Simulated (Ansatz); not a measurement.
MgO (space group Fm-3m, No. 225): the input geometry of an electronic-structure calculation (not necessarily at equilibrium).

```cif
data_structure
_symmetry_space_group_name_H-M 'Fm-3m'
_symmetry_Int_Tables_number 225
_cell_length_a 4.2122
_cell_length_b 4.2122
_cell_length_c 4.2122
_cell_angle_alpha 90.000
_cell_angle_beta 90.000
_cell_angle_gamma 90.000
_cell_volume 74.74
loop_
_atom_site_label
_atom_site_type_symbol
_atom_site_symmetry_multiplicity
_atom_site_Wyckoff_symbol
_atom_site_fract_x
_atom_site_fract_y
_atom_site_fract_z
_atom_site_occupancy
Mg1 Mg 4 a 0.00000 0.00000 0.00000 1
O1 O 4 b 0.50000 0.00000 0.00000 1
```

Bonds are taken as Mg–O below 2.4 Å. Simplification: prune 0- and 1-connected atoms, fold 2-connected ones into links.

Derive the underlying net.

The result is a uninodal 6-connected, three-periodic net: Mg and O are 6-connected nodes. It is the pcu net, known from NaCl, ReO3 and the B-X framework of perovskite. It is a single net, without interpenetration.

| node | links | point symbol | coordination sequence |
| --- | --- | --- | --- |
| Mg and O | 6 | 4^12.6^3 | 6 18 38 66 102 146 198 258 326 402 |

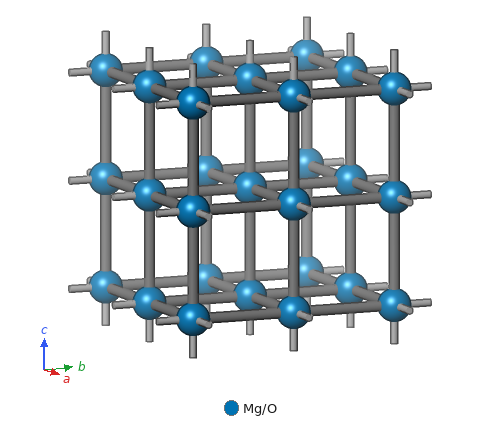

Nodes are coloured by topological kind. Edges to nodes outside the piece are drawn as stubs.
